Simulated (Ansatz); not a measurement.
Al2F2H4 (SMILES [F+]1[AlH2-][F+][AlH2-]1)

Input

```
crystal:
  periodic: [false, false, false]
  atoms:
    - {symbol: F, position_ang: [-0.713386, 0.054722, 0.937529]}
    - {symbol: Al, position_ang: [0.114416, 1.393452, 0.005792]}
    - {symbol: F, position_ang: [0.712602, -0.054644, -0.938138]}
    - {symbol: Al, position_ang: [-0.114481, -1.393453, -0.005844]}
    - {symbol: H, position_ang: [-0.948089, 2.177215, -0.847760]}
    - {symbol: H, position_ang: [1.290430, 1.984958, 0.865368]}
    - {symbol: H, position_ang: [0.948644, -2.176003, 0.848048]}
    - {symbol: H, position_ang: [-1.290147, -1.986237, -0.865004]}
basis:
  gaussian: {orbitals: def2-TZVPP}
hamiltonian: {xc: pbe0, dispersion: d4}
output: {orbitals: {seedname: orbitals}}
```

Launched as:

```sh
ansatz run in.yaml --threads 4 --pin off --events-out ev --progress --plain --max-ram 10444MiB
```

Geometry: PBE0-D4/def2-TZVP.

These are results of RKS PBE0-D4/def2-TZVPP (Ansatz), not measurements.

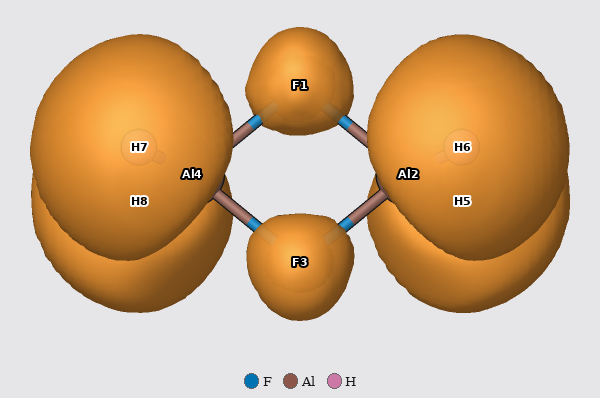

Figure 1. Isosurface of the ELF at 0.8 (orange), seen from one side. Only the valence region is drawn (cores and ρ < 0.01 e/Å³ removed).

What do the ELF domains correspond to?

The ELF exceeds this value in four regions around hydrogen nuclei and two regions wrapped around F (the valence shell of each).


Al–F (1.83 Å): the ELF peaks at about 0.85 in the valence shell of F, 0.5 Å from its nucleus, and is about 0.40 at the midpoint. Al–H (1.57 Å): the ELF climbs to about 1 towards the hydrogen.

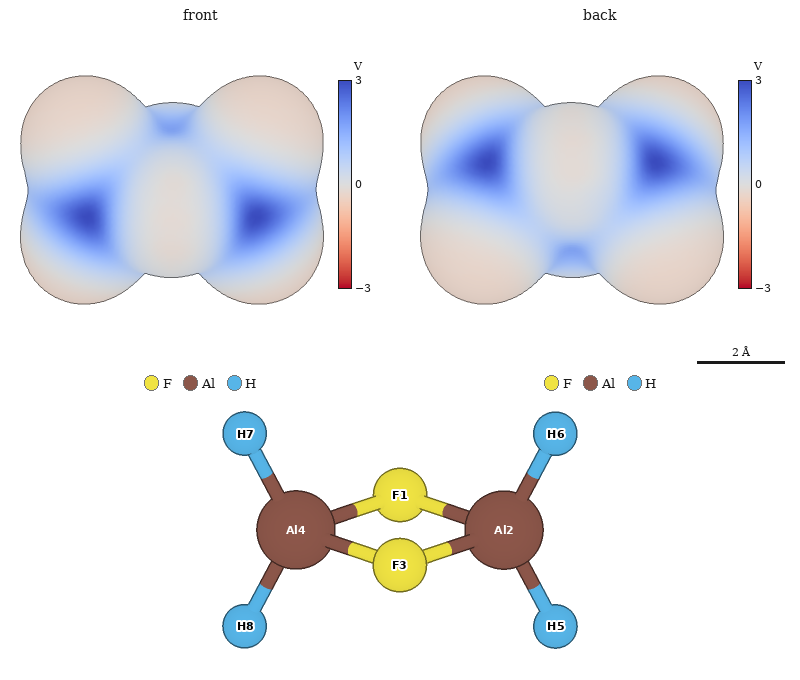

Figure 2. The electrostatic potential painted on the density surface at 0.002 e/bohr³, seen from the front and from behind; the colour scale runs from red (negative) to blue (positive). The bare structure is drawn below in the same view.

Describe the electrostatic potential map.

The most negative region (about −0.3 V) lies over H5, H6, H7 and H8, the most positive (about +2.9 V) over Al2 and Al4.

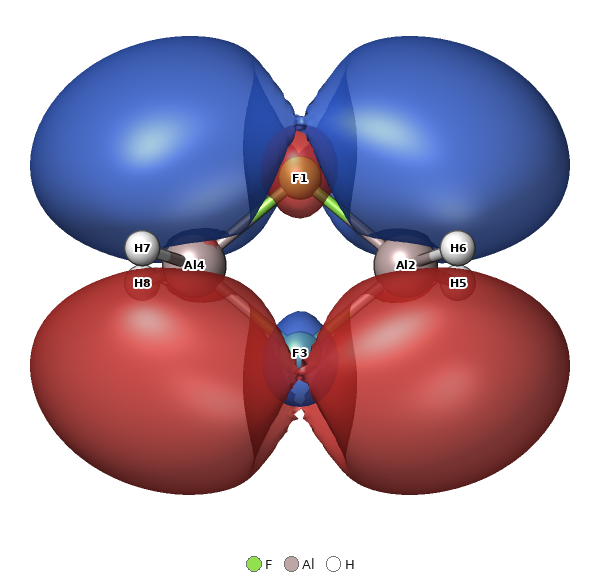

Figure 3. The LUMO at ±0.05 Å⁻³ᐟ² (red and blue are the two phases), seen from one side.

Where does this orbital lie, and at what energy?

By Hirshfeld shares it lies mainly on Al2 (about 40 %) and Al4 (about 40 %); it is ungerade (odd under inversion). Its energy is −0.72 eV.
